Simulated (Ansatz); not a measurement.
**Geometry relaxation, with input and output: Si2NH9 (part 1 of 3)**

The run: geometry relaxation of Si2NH9, SMILES [H][H].[SiH3]N[SiH3]. Method and program: RKS PBE0-D4/def2-TZVP (Ansatz 0.2.0).

Figures and captions count atoms from 1; the log counts them from 0 in places.

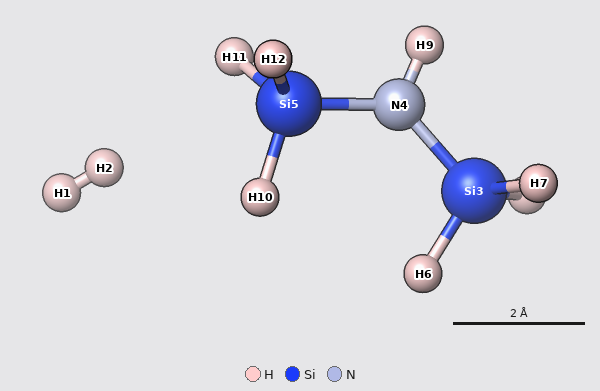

**Figure 1.** The input geometry (ball-and-stick view, seen at a tilt; atoms are numbered from 1 in the order of the input).

Results in brief

```csv
quantity,value
outcome,converged
total energy,−17384.7870 eV
mean-field energy,−17384.6043 eV
dispersion energy,−0.1827 eV
SCF solution under orbital rotations,stable
largest force (length of the vector) at the end,under 0.001 eV/Å
dipole moment,0.93 D
hardware,"4 threads of Intel Xeon, 31 GiB of memory available, shared host"
wall time,55 s (CPU time 3.3 min)
peak memory,0.36 GiB
```

Input file
```yaml
crystal:
  periodic: [false, false, false]
  atoms:
    - {symbol: H, position_ang: [-0.214000, 0.210714, -4.399388]}
    - {symbol: H, position_ang: [-0.403588, 0.343169, -3.665865]}
    - {symbol: Si, position_ang: [1.218756, -0.004863, 1.890848]}
    - {symbol: N, position_ang: [-0.275974, 0.422541, 1.078443]}
    - {symbol: Si, position_ang: [-0.971850, -0.263329, -0.377236]}
    - {symbol: H, position_ang: [2.042091, -0.796463, 0.915254]}
    - {symbol: H, position_ang: [1.013438, -0.836817, 3.133891]}
    - {symbol: H, position_ang: [1.965622, 1.235937, 2.307855]}
    - {symbol: H, position_ang: [-0.874918, 1.087311, 1.580358]}
    - {symbol: H, position_ang: [0.120615, -1.016181, -1.080997]}
    - {symbol: H, position_ang: [-1.502896, 0.829083, -1.270263]}
    - {symbol: H, position_ang: [-2.117196, -1.211001, -0.112899]}
basis:
  gaussian: {orbitals: def2-TZVP}
hamiltonian: {xc: pbe0, dispersion: d4}
relax: {f_tol: 0.005, max_steps: 200}
```

Run as:
```bash
ansatz run in.yaml --threads 4 --pin off --events-out ev --progress --plain --max-ram 9574MiB
```

What the program printed
```
Functional definition: PBE0
  name "PBE0"
  cite "Adamo & Barone, J. Chem. Phys. 110, 6158 (1999) doi:10.1063/1.478522"
  cite "Perdew, Burke & Ernzerhof, Phys. Rev. Lett. 77, 3865 (1996) doi:10.1103/PhysRevLett.77.3865"
  parent pbe
  parameter a = 0.25
  parameter kappa = 0.804
  parameter beta = 0.06672455060314922
  exchange = (1 - a)*pbe_x(kappa = kappa, mu = beta*pi^2/3) + a*exact_x
  correlation = pbe_c(beta = beta)
1087 factors; their error is unknown
mean field evaluation 1: about -17378.5790 eV, gradient 5.6e1 eV
mean field evaluation 2: about -17367.8318 eV, gradient 8.5e1 eV
mean field evaluation 4: about -17384.4708 eV, gradient 1.1e0 eV
mean field evaluation 8: about -17384.5415 eV, gradient 1.7e-1 eV
mean field -17384.54154530 eV, -638.8701181242 hartree, gradient 3.2e-5 eV, S^2 0.000000; 0 other end points of the search recorded, 0 dependent functions left out
the calculation of the forces begins
reference -17384.54158566 eV, -638.8701196075 hartree; 22, 22 occupied and 137, 137 virtual orbitals, 1087 factors
relax step   1: F+E_penalty+E_count = -17384.71843860 eV  Δ(F+E_penalty+E_count) = +0.000e0 eV  max|allowed force component| = 7.335e-1 eV/Å  Δτ_max = 0.0000 Å  (24 SCF iters, accepted)
these checks for a lower state are left out or cut short: starts, cluster_reference, orbital_swaps, neighbouring_geometries, increment
1087 factors; their error is unknown
mean field evaluation 16: about -17384.5177 eV, gradient 1.9e0 eV
mean field -17384.59203251 eV, -638.8719734951 hartree, gradient 6.5e-6 eV, S^2 0.000000; 0 other end points of the search recorded, 0 dependent functions left out
[... from here on the field's lines of each further geometry are left out, up to the last ...]
relax step   2: F+E_penalty+E_count = -17384.76920145 eV  Δ(F+E_penalty+E_count) = -5.076e-2 eV  max|allowed force component| = 2.693e-1 eV/Å  Δτ_max = 0.0588 Å  (28 SCF iters, accepted)
relax step   3: F+E_penalty+E_count = -17384.77537084 eV  Δ(F+E_penalty+E_count) = -6.169e-3 eV  max|allowed force component| = 4.053e-2 eV/Å  Δτ_max = 0.0222 Å  (28 SCF iters, accepted)
relax step   4: F+E_penalty+E_count = -17384.77546554 eV  Δ(F+E_penalty+E_count) = -9.469e-5 eV  max|allowed force component| = 5.917e-3 eV/Å  Δτ_max = 0.0070 Å  (22 SCF iters, accepted)
relax step   5: F+E_penalty+E_count = -17384.77556846 eV  Δ(F+E_penalty+E_count) = -1.029e-4 eV  max|allowed force component| = 6.595e-3 eV/Å  Δτ_max = 0.0138 Å  (29 SCF iters, accepted)
relax step   6: F+E_penalty+E_count = -17384.77500229 eV  Δ(F+E_penalty+E_count) = +5.662e-4 eV  max|allowed force component| = 2.030e-1 eV/Å  Δτ_max = 0.0570 Å  (28 SCF iters, rejected (line search))
relax step   7: F+E_penalty+E_count = -17384.77545441 eV  Δ(F+E_penalty+E_count) = +1.140e-4 eV  max|allowed force component| = 3.772e-2 eV/Å  Δτ_max = 0.0132 Å  (29 SCF iters, rejected (line search))
relax step   8: F+E_penalty+E_count = -17384.77561428 eV  Δ(F+E_penalty+E_count) = -4.583e-5 eV  max|allowed force component| = 2.808e-3 eV/Å  Δτ_max = 0.0066 Å  (20 SCF iters, accepted)
relax step   9: F+E_penalty+E_count = -17384.77497865 eV  Δ(F+E_penalty+E_count) = +6.356e-4 eV  max|allowed force component| = 2.147e-1 eV/Å  Δτ_max = 0.0579 Å  (28 SCF iters, rejected (line search))
relax step  10: F+E_penalty+E_count = -17384.77574768 eV  Δ(F+E_penalty+E_count) = -1.334e-4 eV  max|allowed force component| = 2.137e-2 eV/Å  Δτ_max = 0.0284 Å  (29 SCF iters, accepted)
relax step  11: F+E_penalty+E_count = -17384.77575428 eV  Δ(F+E_penalty+E_count) = -6.594e-6 eV  max|allowed force component| = 6.968e-2 eV/Å  Δτ_max = 0.0244 Å  (28 SCF iters, accepted)
relax step  12: F+E_penalty+E_count = -17384.77582092 eV  Δ(F+E_penalty+E_count) = -6.664e-5 eV  max|allowed force component| = 2.937e-2 eV/Å  Δτ_max = 0.0069 Å  (21 SCF iters, accepted)
relax step  13: F+E_penalty+E_count = -17384.77585201 eV  Δ(F+E_penalty+E_count) = -3.109e-5 eV  max|allowed force component| = 8.371e-3 eV/Å  Δτ_max = 0.0043 Å  (22 SCF iters, accepted)
relax step  14: F+E_penalty+E_count = -17384.77589600 eV  Δ(F+E_penalty+E_count) = -4.400e-5 eV  max|allowed force component| = 2.404e-3 eV/Å  Δτ_max = 0.0136 Å  (29 SCF iters, accepted)
relax step  15: F+E_penalty+E_count = -17384.77589652 eV  Δ(F+E_penalty+E_count) = -5.201e-7 eV  max|allowed force component| = 6.822e-2 eV/Å  Δτ_max = 0.0454 Å  (28 SCF iters, accepted)
relax step  16: F+E_penalty+E_count = -17384.77597213 eV  Δ(F+E_penalty+E_count) = -7.561e-5 eV  max|allowed force component| = 2.426e-2 eV/Å  Δτ_max = 0.0125 Å  (29 SCF iters, accepted)
relax step  17: F+E_penalty+E_count = -17384.77600674 eV  Δ(F+E_penalty+E_count) = -3.461e-5 eV  max|allowed force component| = 6.992e-3 eV/Å  Δτ_max = 0.0078 Å  (21 SCF iters, accepted)
relax step  18: F+E_penalty+E_count = -17384.77612293 eV  Δ(F+E_penalty+E_count) = -1.162e-4 eV  max|allowed force component| = 1.163e-2 eV/Å  Δτ_max = 0.0414 Å  (28 SCF iters, accepted)
relax step  19: F+E_penalty+E_count = -17384.77061927 eV  Δ(F+E_penalty+E_count) = +5.504e-3 eV  max|allowed force component| = 3.223e-1 eV/Å  Δτ_max = 0.1953 Å  (27 SCF iters, rejected (line search))
relax step  20: F+E_penalty+E_count = -17384.77564408 eV  Δ(F+E_penalty+E_count) = +4.789e-4 eV  max|allowed force component| = 1.162e-1 eV/Å  Δτ_max = 0.0054 Å  (30 SCF iters, rejected (line search))
relax step  21: F+E_penalty+E_count = -17384.77614126 eV  Δ(F+E_penalty+E_count) = -1.833e-5 eV  max|allowed force component| = 1.297e-3 eV/Å  Δτ_max = 0.0026 Å  (22 SCF iters, accepted)
relax step  22: F+E_penalty+E_count = -17384.77630443 eV  Δ(F+E_penalty+E_count) = -1.632e-4 eV  max|allowed force component| = 3.189e-2 eV/Å  Δτ_max = 0.0613 Å  (28 SCF iters, accepted)
relax step  23: F+E_penalty+E_count = -17384.77619290 eV  Δ(F+E_penalty+E_count) = +1.115e-4 eV  max|allowed force component| = 1.133e-1 eV/Å  Δτ_max = 0.0706 Å  (28 SCF iters, rejected (line search))
relax step  24: F+E_penalty+E_count = -17384.77643954 eV  Δ(F+E_penalty+E_count) = -1.351e-4 eV  max|allowed force component| = 3.328e-2 eV/Å  Δτ_max = 0.0344 Å  (29 SCF iters, accepted)
relax step  25: F+E_penalty+E_count = -17384.77663871 eV  Δ(F+E_penalty+E_count) = -1.992e-4 eV  max|allowed force component| = 6.519e-2 eV/Å  Δτ_max = 0.0731 Å  (28 SCF iters, accepted)
relax step  26: F+E_penalty+E_count = -17384.77677824 eV  Δ(F+E_penalty+E_count) = -1.395e-4 eV  max|allowed force component| = 6.670e-2 eV/Å  Δτ_max = 0.0253 Å  (29 SCF iters, accepted)
relax step  27: F+E_penalty+E_count = -17384.77700101 eV  Δ(F+E_penalty+E_count) = -2.228e-4 eV  max|allowed force component| = 8.463e-2 eV/Å  Δτ_max = 0.0509 Å  (29 SCF iters, accepted)
relax step  28: F+E_penalty+E_count = -17384.77720209 eV  Δ(F+E_penalty+E_count) = -2.011e-4 eV  max|allowed force component| = 8.715e-2 eV/Å  Δτ_max = 0.0397 Å  (29 SCF iters, accepted)
relax step  29: F+E_penalty+E_count = -17384.77748309 eV  Δ(F+E_penalty+E_count) = -2.810e-4 eV  max|allowed force component| = 7.641e-2 eV/Å  Δτ_max = 0.0396 Å  (29 SCF iters, accepted)
relax step  30: F+E_penalty+E_count = -17384.77792535 eV  Δ(F+E_penalty+E_count) = -4.423e-4 eV  max|allowed force component| = 9.154e-2 eV/Å  Δτ_max = 0.0782 Å  (28 SCF iters, accepted)
relax step  31: F+E_penalty+E_count = -17384.77831323 eV  Δ(F+E_penalty+E_count) = -3.879e-4 eV  max|allowed force component| = 1.262e-1 eV/Å  Δτ_max = 0.0618 Å  (28 SCF iters, accepted)
relax step  32: F+E_penalty+E_count = -17384.77879494 eV  Δ(F+E_penalty+E_count) = -4.817e-4 eV  max|allowed force component| = 1.217e-1 eV/Å  Δτ_max = 0.0440 Å  (29 SCF iters, accepted)
relax step  33: F+E_penalty+E_count = -17384.77973189 eV  Δ(F+E_penalty+E_count) = -9.369e-4 eV  max|allowed force component| = 1.702e-1 eV/Å  Δτ_max = 0.1119 Å  (28 SCF iters, accepted)
relax step  34: F+E_penalty+E_count = -17384.78047112 eV  Δ(F+E_penalty+E_count) = -7.392e-4 eV  max|allowed force component| = 2.253e-1 eV/Å  Δτ_max = 0.0967 Å  (28 SCF iters, accepted)
relax step  35: F+E_penalty+E_count = -17384.78144773 eV  Δ(F+E_penalty+E_count) = -9.766e-4 eV  max|allowed force component| = 1.754e-1 eV/Å  Δτ_max = 0.0432 Å  (29 SCF iters, accepted)
relax step  36: F+E_penalty+E_count = -17384.78326652 eV  Δ(F+E_penalty+E_count) = -1.819e-3 eV  max|allowed force component| = 1.479e-1 eV/Å  Δτ_max = 0.1123 Å  (28 SCF iters, accepted)
relax step  37: F+E_penalty+E_count = -17384.78404155 eV  Δ(F+E_penalty+E_count) = -7.750e-4 eV  max|allowed force component| = 3.330e-1 eV/Å  Δτ_max = 0.1953 Å  (28 SCF iters, accepted)
relax step  38: F+E_penalty+E_count = -17384.78553924 eV  Δ(F+E_penalty+E_count) = -1.498e-3 eV  max|allowed force component| = 1.169e-1 eV/Å  Δτ_max = 0.0404 Å  (29 SCF iters, accepted)
relax step  39: F+E_penalty+E_count = -17384.78607736 eV  Δ(F+E_penalty+E_count) = -5.381e-4 eV  max|allowed force component| = 6.340e-2 eV/Å  Δτ_max = 0.0356 Å  (28 SCF iters, accepted)
relax step  40: F+E_penalty+E_count = -17384.78656461 eV  Δ(F+E_penalty+E_count) = -4.872e-4 eV  max|allowed force component| = 7.053e-2 eV/Å  Δτ_max = 0.0902 Å  (28 SCF iters, accepted)
relax step  41: F+E_penalty+E_count = -17384.78671707 eV  Δ(F+E_penalty+E_count) = -1.525e-4 eV  max|allowed force component| = 4.103e-2 eV/Å  Δτ_max = 0.0226 Å  (29 SCF iters, accepted)
relax step  42: F+E_penalty+E_count = -17384.78680979 eV  Δ(F+E_penalty+E_count) = -9.272e-5 eV  max|allowed force component| = 2.597e-2 eV/Å  Δτ_max = 0.0171 Å  (21 SCF iters, accepted)
relax step  43: F+E_penalty+E_count = -17384.78684640 eV  Δ(F+E_penalty+E_count) = -3.661e-5 eV  max|allowed force component| = 2.224e-2 eV/Å  Δτ_max = 0.0125 Å  (20 SCF iters, accepted)
relax step  44: F+E_penalty+E_count = -17384.78687262 eV  Δ(F+E_penalty+E_count) = -2.623e-5 eV  max|allowed force component| = 2.317e-2 eV/Å  Δτ_max = 0.0131 Å  (21 SCF iters, accepted)
relax step  45: F+E_penalty+E_count = -17384.78689036 eV  Δ(F+E_penalty+E_count) = -1.773e-5 eV  max|allowed force component| = 2.068e-2 eV/Å  Δτ_max = 0.0109 Å  (20 SCF iters, accepted)
relax step  46: F+E_penalty+E_count = -17384.78690645 eV  Δ(F+E_penalty+E_count) = -1.610e-5 eV  max|allowed force component| = 1.856e-2 eV/Å  Δτ_max = 0.0114 Å  (20 SCF iters, accepted)
relax step  47: F+E_penalty+E_count = -17384.78691871 eV  Δ(F+E_penalty+E_count) = -1.226e-5 eV  max|allowed force component| = 2.117e-2 eV/Å  Δτ_max = 0.0123 Å  (21 SCF iters, accepted)
relax step  48: F+E_penalty+E_count = -17384.78692908 eV  Δ(F+E_penalty+E_count) = -1.036e-5 eV  max|allowed force component| = 1.903e-2 eV/Å  Δτ_max = 0.0080 Å  (18 SCF iters, accepted)
relax step  49: F+E_penalty+E_count = -17384.78693920 eV  Δ(F+E_penalty+E_count) = -1.012e-5 eV  max|allowed force component| = 1.205e-2 eV/Å  Δτ_max = 0.0078 Å  (19 SCF iters, accepted)
relax step  50: F+E_penalty+E_count = -17384.78694703 eV  Δ(F+E_penalty+E_count) = -7.832e-6 eV  max|allowed force component| = 7.402e-3 eV/Å  Δτ_max = 0.0100 Å  (21 SCF iters, accepted)
relax step  51: F+E_penalty+E_count = -17384.78695038 eV  Δ(F+E_penalty+E_count) = -3.348e-6 eV  max|allowed force component| = 1.530e-2 eV/Å  Δτ_max = 0.0137 Å  (21 SCF iters, accepted)
relax step  52: F+E_penalty+E_count = -17384.78695424 eV  Δ(F+E_penalty+E_count) = -3.864e-6 eV  max|allowed force component| = 8.823e-3 eV/Å  Δτ_max = 0.0013 Å  (18 SCF iters, accepted)
the calculation of the forces begins
reference -17384.60429365 eV, -638.8724240836 hartree; 22, 22 occupied and 137, 137 virtual orbitals, 1087 factors
relax step  53: F+E_penalty+E_count = -17384.78695754 eV  Δ(F+E_penalty+E_count) = -3.294e-6 eV  max|allowed force component| = 2.942e-4 eV/Å  Δτ_max = 0.0022 Å  (18 SCF iters, accepted)
```

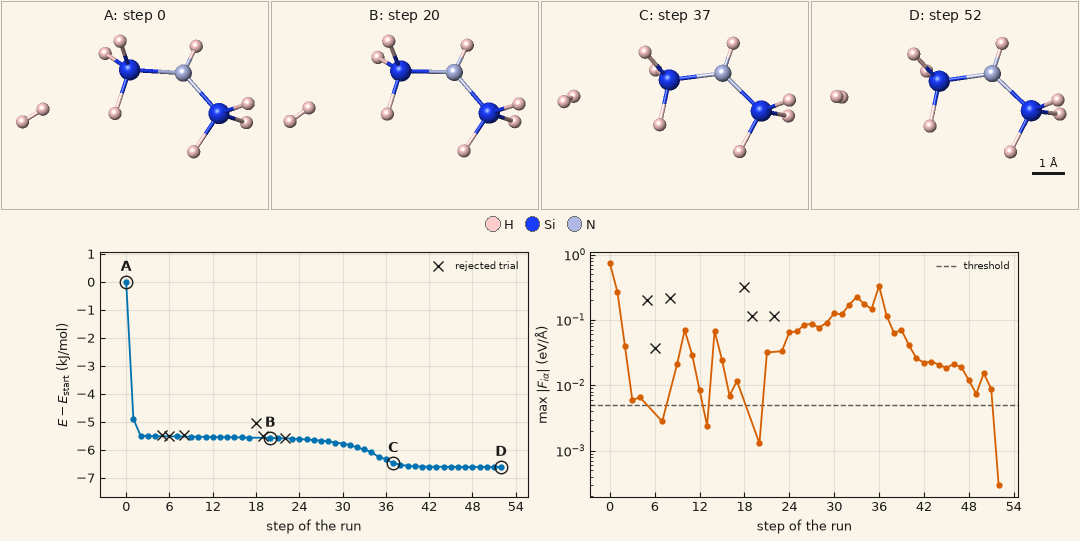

**Figure 2.** Frames of the relaxation (ball-and-stick view, seen at a tilt) above the curves, on which the letters mark them (the first geometry is step 0 here and step 1 in the log).

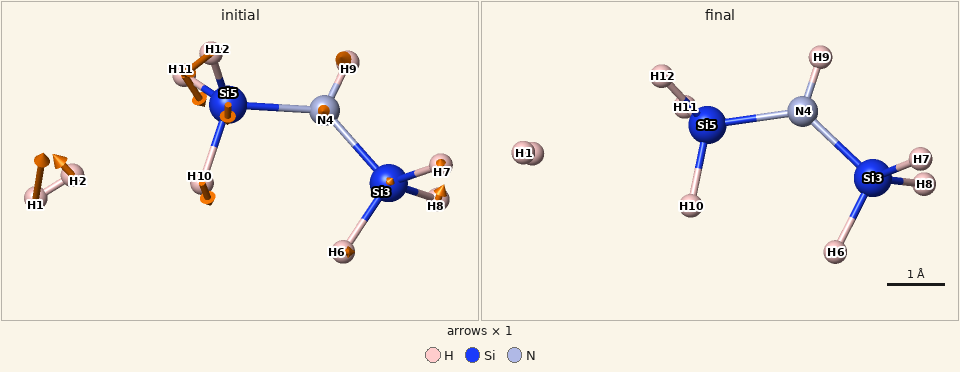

**Figure 3.** Before (left) and after (right) the relaxation, at one scale (ball-and-stick view, seen at a tilt). The orange arrows give the displacements, at true length. Over 52 geometry steps the energy falls by 6.61 kJ/mol. The largest force component goes from 0.73 to 0.00029 eV/Å. The line search rejected the trial steps at points 5, 6, 8, 18, 19, 22 (counted from 0) and went back. The largest move after the best rigid fit is that of H1, 1.33 Å. Largest moves by element: H 1.33 Å, Si 0.57 Å, N 0.23 Å. Among the contacts that change: N4–Si5 1.753 → 1.726 Å, H1–H2 0.769 → 0.747 Å, Si3–H7 1.510 → 1.488 Å, Si3–H6 1.502 → 1.484 Å. Among the angles that change: N4–Si3–H7 113.6° → 110.7°, N4–Si3–H8 110.5° → 112.8°. (Atoms are counted from 1 in the order of the input.)

```
1087 factors; their error is unknown
mean field -17384.60425406 eV, -638.8724226286 hartree, gradient 8.5e-5 eV, S^2 0.000000; 1 other end points of the search recorded, 0 dependent functions left out
the calculation of the forces begins
reference -17384.60429365 eV, -638.8724240836 hartree; 22, 22 occupied and 137, 137 virtual orbitals, 1087 factors
Total energy: -17384.78699713 eV, -638.8791383126 hartree
Atom 0 at    -1.088511    -0.546784    -3.797567 Å, force    -0.000026    -0.000229     0.000097 eV/Å
Atom 1 at    -0.897082     0.173709    -3.840080 Å, force     0.000005     0.000042    -0.000087 eV/Å
Atom 2 at     1.135911    -0.056906     2.007777 Å, force     0.000042    -0.000104    -0.000125 eV/Å
Atom 3 at    -0.312851     0.190510     1.103834 Å, force    -0.000039     0.000120     0.000070 eV/Å
Atom 4 at    -0.561994     0.069106    -0.599848 Å, force     0.000169    -0.000122    -0.000036 eV/Å
Atom 5 at     2.119296    -0.701943     1.103132 Å, force     0.000158     0.000083    -0.000063 eV/Å
Atom 6 at     0.880120    -0.931408     3.184602 Å, force    -0.000054    -0.000294    -0.000031 eV/Å
Atom 7 at     1.717747     1.214176     2.523231 Å, force    -0.000061     0.000073     0.000221 eV/Å
Atom 8 at    -1.107492     0.515758     1.637489 Å, force     0.000005     0.000237    -0.000151 eV/Å
Atom 9 at     0.638415    -0.583860    -1.177006 Å, force    -0.000057     0.000018     0.000021 eV/Å
Atom 10 at    -0.748512     1.397689    -1.247921 Å, force    -0.000163     0.000068     0.000040 eV/Å
Atom 11 at    -1.774946    -0.739947    -0.897642 Å, force     0.000023     0.000108     0.000043 eV/Å
Dipole moment:    -0.159067     0.060850     0.090084 e Å
```

Trajectory as extended XYZ (Å, eV, eV/Å), 39 of the 53 frames kept, from step=1 to step=53
```
12
Properties=species:S:1:pos:R:3:forces:R:3 step=1 energy=-17384.71844
H    -0.2140    0.2107   -4.3994   -0.1879   0.1298   0.7242
H    -0.4036    0.3432   -3.6659    0.1892  -0.1280  -0.7335
Si    1.2188   -0.0049    1.8908   -0.2733   0.0734  -0.2053
N    -0.2760    0.4225    1.0784   -0.0760  -0.0436   0.0813
Si   -0.9718   -0.2633   -0.3772    0.1721   0.1237   0.2847
H     2.0421   -0.7965    0.9153   -0.1880   0.1734   0.2069
H     1.0134   -0.8368    3.1339    0.0049   0.1951  -0.2941
H     1.9656    1.2359    2.3079   -0.1905  -0.2673  -0.1033
H    -0.8749    1.0873    1.5804    0.3790  -0.4221  -0.3155
H     0.1206   -1.0162   -1.0810   -0.2311   0.1681   0.1585
H    -1.5029    0.8291   -1.2703    0.1298  -0.2305   0.2166
H    -2.1172   -1.2110   -0.1129    0.2718   0.2280  -0.0205
```
